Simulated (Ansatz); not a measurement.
# AlFH$_{4}$Si$_{2}$ (SMILES [F][Al+][SiH-][SiH3]): what the fields show

Input file:

```
crystal:
  periodic: [false, false, false]
  atoms:
    - {symbol: Al, position_ang: [1.842383, -0.102739, -0.853938]}
    - {symbol: F, position_ang: [3.334238, 0.664632, -0.843103]}
    - {symbol: Si, position_ang: [-0.443832, -0.584981, -1.095672]}
    - {symbol: Si, position_ang: [-0.477910, 0.109100, 1.264935]}
    - {symbol: H, position_ang: [-0.018261, 0.905901, -1.468158]}
    - {symbol: H, position_ang: [0.548042, 1.079457, 1.801238]}
    - {symbol: H, position_ang: [-1.817983, 0.759059, 1.481620]}
    - {symbol: H, position_ang: [-0.404425, -1.111518, 2.138017]}
basis:
  gaussian: {orbitals: def2-TZVPD}
hamiltonian: {xc: {name: PBE0}}
output: {forces: true, orbitals: {seedname: orbitals}}
```

Command:

```sh
ansatz run input.yaml --threads 1 --pin off --max-ram 2610MiB --events-out events.jsonl --progress --plain --runs-dir runs
```

Geometry: BLYP-D3(BJ)/def2-SVP.

Level of theory: Ansatz 0.2.0, isolated molecule in a Gaussian basis; Kohn-Sham density functional theory, functional PBE0.

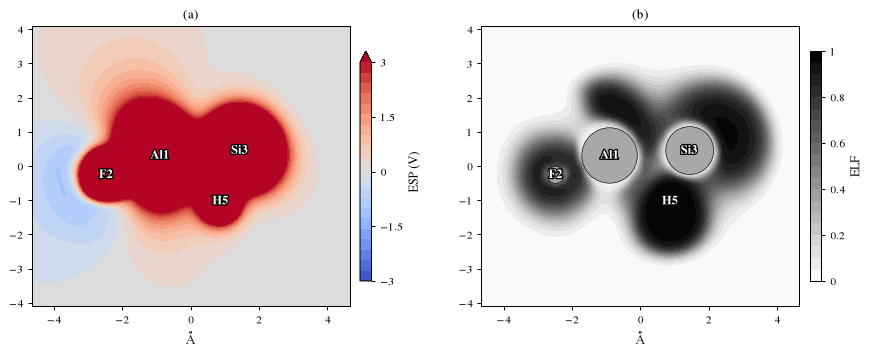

Figure 1. (a) molecular electrostatic potential; (b) electron localisation function on the plane of atoms Al1, Si3 and H5. Grey discs cover the atomic cores in the ELF map.

### Interpret the plot.

Atoms in the plane: Al, F, Si and H. Al–F (1.68 Å): the ELF peaks at about 0.85 in the valence shell of F, 0.6 Å from its nucleus, and is about 0.40 at the midpoint. Al–Si (2.35 Å): the ELF peaks at about 0.75 in the valence shell of Si, 1.2 Å from its nucleus, and is about 0.75 at the midpoint. The ELF also peaks beside F2, Si3 and Al1, away from the bonds: lone-pair regions. Outside the dense part of the molecule the potential is most negative (−1.0 V) near F2.

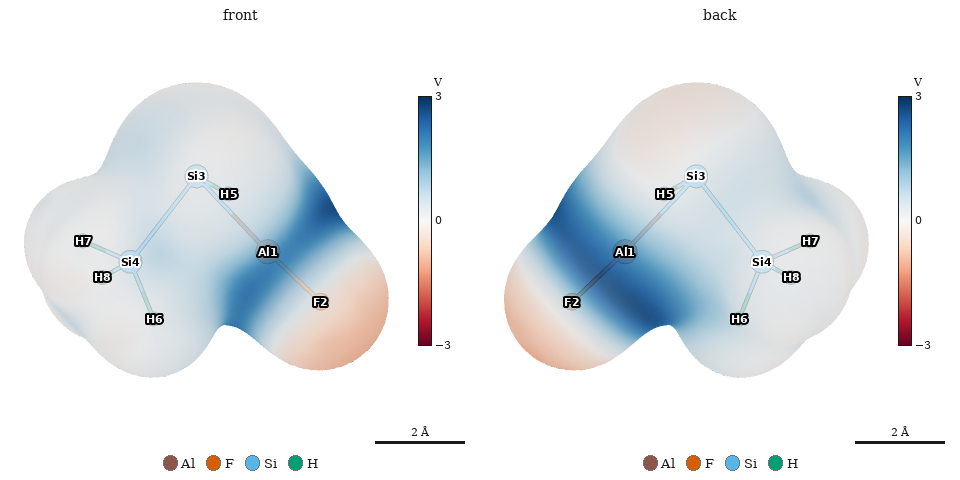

Figure 2. The electrostatic potential painted on the density surface at 0.002 e/bohr³, seen from the front and from behind; red is negative and blue positive.

### Describe the electrostatic potential map.

The most negative region (about −1.0 V, or −23 kcal/mol for a unit charge) lies over F2, the most positive (about +2.7 V, or +62 kcal/mol for a unit charge) over Al1.

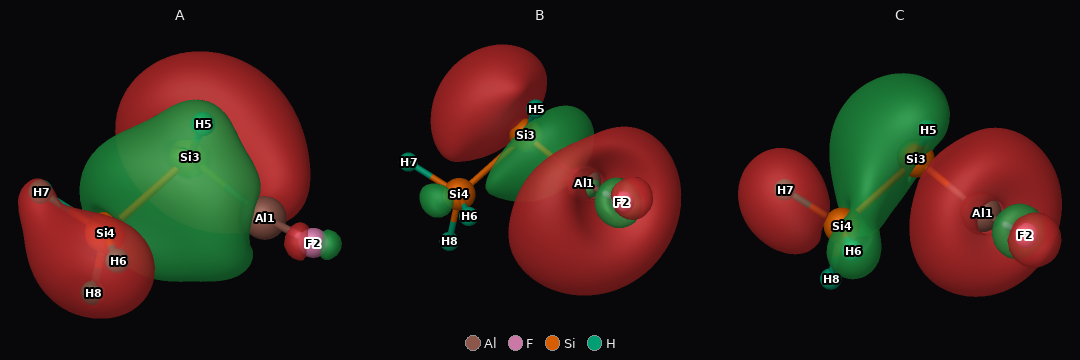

Figure 3. Three frontier orbitals at ±0.06 Å⁻³ᐟ² (green and red are the two phases), in no order.

### Order the three orbitals by energy and name them.

C is the HOMO−1 (−7.66 eV). Its weight (Hirshfeld) is mainly on Al1 (about 40 %), Si3 (about 35 %), Si4 (about 10 %) and H7 (about 5 %). A is the HOMO (−7.03 eV). It lies mainly on Si3 (about 60 %), Si4 (about 20 %) and Al1 (about 10 %). B is the LUMO (−2.26 eV). It lies mainly on Al1 (about 50 %), Si3 (about 35 %) and F2 (about 5 %).

### What is the HOMO–LUMO gap?

4.77 eV between the orbital energies.
